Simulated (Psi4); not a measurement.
**U-r2SCAN/aug-cc-pVDZ run of CH3OSi (SMILES O=C[SiH2])**

Aim: the vertical ionisation energy of CH3OSi at U-r2SCAN/aug-cc-pVDZ, from 2 runs. 

The results are computed with Psi4 1.11.

1 further run of the same task is left out (set aside as unsound or not needed).

### Step 1. The system as given

CH3OSi has 6 atoms, charge 0, and is taken as a doublet. SMILES: `O=C[SiH2]`. The coordinates come from a GFN2-xTB relaxation.

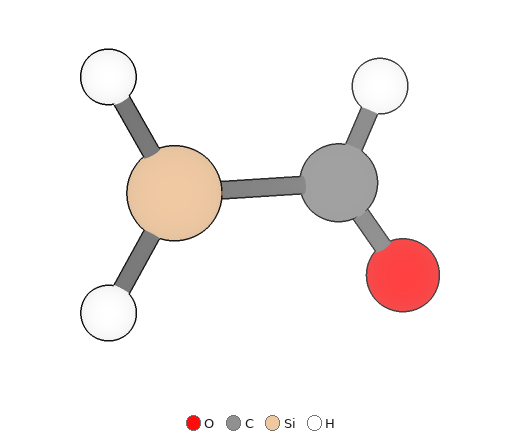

Viewed from a chosen angle; oxygen red, carbon grey, silicon light orange, hydrogen white.

### Step 2. Energy and forces at U-r2SCAN/aug-cc-pVDZ

Contents of job.inp:

```
memory 1.6 GB

molecule molecule1 {
  0 2
  O     -0.405500    -1.673820     0.915670
  C     -0.242670    -0.939410    -0.057320
  Si     0.219510     0.844060     0.059210
  H     -0.377500    -1.353030    -1.078150
  H      0.382310     1.607150    -1.165410
  H      0.423850     1.515060     1.325990
  symmetry c1
  no_reorient
  no_com
}

set reference uks
set puream true
set e_convergence 1e-09
set d_convergence 1e-08
set scf_type pk
set dft_radial_points 99
set dft_spherical_points 590
set maxiter 200

e_tot, wfn = gradient('r2scan/aug-cc-pVDZ', return_wfn=True)
oeprop(wfn, 'WIBERG_LOWDIN_INDICES', 'MULLIKEN_CHARGES', 'DIPOLE')
```

The run is started by

```bash
$ psi4 -i job.inp -o job.out -n 1
```

job.out:

```text
[...]
  Running in c1 symmetry.
[...]
  Nuclear repulsion =   89.590700312487598
[...]
  Multiplicity = 2
[...]
  Nalpha       = 16
  Nbeta        = 15
[...]
    Number of basis functions: 100
[...]
   @UKS iter   1:  -404.14921334830603   -1.99652e-01   7.44082e-03 ADIIS/DIIS
[...]
   @UKS iter  15:  -404.47159543190725   -2.44427e-12   3.41127e-09 DIIS
[...]
   @S^2 Observed:                7.642653737E-01
[...]
  @UKS Final Energy:  -404.47159543190725
   => Energetics <=
    Nuclear Repulsion Energy =             89.5907003124875985
    One-Electron Energy =                -735.1497501631674822
    Two-Electron Energy =                 276.9756222929111118
    DFT Exchange-Correlation Energy =     -35.8881678741384391
    Empirical Dispersion Energy =           0.0000000000000000
    VV10 Nonlocal Energy =                  0.0000000000000000
    Total Energy =                       -404.4715954319072466
[...]
  -Total Gradient:
     Atom            X                  Y                   Z
    ------   -----------------  -----------------  -----------------
       1       -0.000269312295    -0.000803832189    -0.001650475800
       2        0.002460202376     0.009917385039    -0.006100658539
       3        0.000757936199     0.002970083923     0.001763664922
       4        0.000515659871     0.001351414881     0.007514842092
       5       -0.001635879824    -0.007666821252     0.011933202021
       6       -0.001821809633    -0.005745461396    -0.013420910609
[...]
 Multipole Moments:
 ------------------------------------------------------------------------------------
     Multipole            Electronic (a.u.)      Nuclear  (a.u.)        Total (a.u.)
 ------------------------------------------------------------------------------------
 L = 1.  Multiply by 2.5417464519 to convert [e a0] to [Debye]
 Dipole X            :          2.4717512           -2.2643076            0.2074435
 Dipole Y            :         11.1549737          -10.2819998            0.8729738
 Dipole Z            :        -13.6528835           13.0255231           -0.6273604
 Magnitude           :                                                    1.0948503
[...]
  Mulliken Charges: (a.u.)
   Center  Symbol    Alpha    Beta     Spin     Total
       1     O     4.34163  4.12761  0.21402 -0.46924
       2     C     2.79469  2.83306 -0.03838  0.37225
       3    SI     7.54635  6.58199  0.96437 -0.12834
       4     H     0.58595  0.61054 -0.02459 -0.19649
       5     H     0.35093  0.42320 -0.07228  0.22587
       6     H     0.38045  0.42360 -0.04315  0.19595
   Total alpha = 16.00000, Total beta = 15.00000, Total charge = -0.00000
  Wiberg Bond Indices using Orthogonal Lowdin Orbitals:
[...]
```

Wall time 62 s (1 thread of Intel Xeon 6975P-C (Granite Rapids), shared host); peak memory 0.85 GiB.

### Step 3. The singlet cation, same level

Contents of input.inp:

```
memory 1600 MB

molecule {
  1 1
  O     -0.405500    -1.673820     0.915670
  C     -0.242670    -0.939410    -0.057320
  Si     0.219510     0.844060     0.059210
  H     -0.377500    -1.353030    -1.078150
  H      0.382310     1.607150    -1.165410
  H      0.423850     1.515060     1.325990
  units angstrom
  symmetry c1
  no_reorient
  no_com
}

set basis aug-cc-pVDZ
set reference rks
set puream true
set e_convergence 1e-09
set d_convergence 1e-08
set scf_type pk
set dft_radial_points 99
set dft_spherical_points 590

E, wfn = gradient('r2scan', return_wfn=True)
oeprop(wfn, 'WIBERG_LOWDIN_INDICES', 'DIPOLE', 'LOWDIN_CHARGES', title='R2SCAN')
```

The run is started by

```bash
$ psi4 input.inp input.out -n 1
```

input.out:

```text
[...]
  Running in c1 symmetry.
[...]
  Nuclear repulsion =   89.590700312487598
[...]
  Multiplicity = 1
[...]
  Nalpha       = 15
  Nbeta        = 15
[...]
    Number of basis functions: 100
[...]
   @RKS iter   1:  -404.03457734821802   -8.50157e-02   4.85187e-03 ADIIS/DIIS
[...]
   @RKS iter  12:  -404.15292834040844   -2.04636e-12   3.69435e-09 DIIS
[...]
    Orbital Energies [Eh]
    ---------------------
    Doubly Occupied:
       1A    -66.178713     2A    -19.236263     3A    -10.375957
       4A     -5.542169     5A     -3.892713     6A     -3.880058
       7A     -3.879613     8A     -1.252475     9A     -0.858669
      10A     -0.746365    11A     -0.663638    12A     -0.632600
      13A     -0.605866    14A     -0.602682    15A     -0.456459
[...]
  @RKS Final Energy:  -404.15292834040844
   => Energetics <=
    Nuclear Repulsion Energy =             89.5907003124875985
    One-Electron Energy =                -727.0121488364022753
    Two-Electron Energy =                 268.8650606353365333
    DFT Exchange-Correlation Energy =     -35.5965404518302790
    Empirical Dispersion Energy =           0.0000000000000000
    VV10 Nonlocal Energy =                  0.0000000000000000
    Total Energy =                       -404.1529283404084367
[...]
  -Total Gradient:
     Atom            X                  Y                   Z
    ------   -----------------  -----------------  -----------------
       1       -0.006222275752    -0.025585789138     0.013425873593
       2        0.014164130019     0.056090171442    -0.009710275132
       3       -0.004862319039    -0.018276950594    -0.006616888406
       4        0.000105044536    -0.000080007630     0.004788477137
       5       -0.001409526193    -0.006698381020     0.012054769845
       6       -0.001773469120    -0.005446224870    -0.013913358214
[...]
 Multipole Moments:
 ------------------------------------------------------------------------------------
     Multipole            Electronic (a.u.)      Nuclear  (a.u.)        Total (a.u.)
 ------------------------------------------------------------------------------------
 L = 1.  Multiply by 2.5417464519 to convert [e a0] to [Debye]
 Dipole X            :          2.6128068           -2.2643076            0.3484992
 Dipole Y            :         11.6775244          -10.2819998            1.3955246
 Dipole Z            :        -13.4745735           13.0255231           -0.4490504
 Magnitude           :                                                    1.5068466
[...]
```

Run time: 37 s. Hardware: 1 thread of Intel Xeon 6975P-C (Granite Rapids), shared host; peak memory 0.85 GiB.

### Step 4. Summary of results

Level: U-r2SCAN/aug-cc-pVDZ.

| quantity | value |
| --- | --- |
| doublet CH3OSi: total energy | -404.47160 Eh |
| doublet CH3OSi: dipole moment | 2.78 D |
| doublet CH3OSi: HOMO energy (highest over α and β) | -5.71 eV |
| doublet CH3OSi: LUMO energy (lowest over α and β) | -3.78 eV |
| doublet CH3OSi: ⟨S²⟩ | 0.764 |
| doublet CH3OSi: largest force on an atom | 0.757 eV/Å |
| singlet cation: total energy | -404.15293 Eh |
| singlet cation: HOMO energy | -12.42 eV |
| singlet cation: LUMO energy | -11.41 eV |
| singlet cation: HOMO–LUMO gap | 1.01 eV |
| singlet cation: largest force on an atom | 3.016 eV/Å |
| vertical ionisation energy (to the singlet cation) | 8.671 eV |

Removing an electron at fixed nuclei costs 8.67 eV (837 kJ/mol). The largest force (doublet CH3OSi) is 0.76 eV/Å: the shape isn't a stationary point for this species at this level. Only the singlet of the ionised species was computed; a triplet could lie lower.
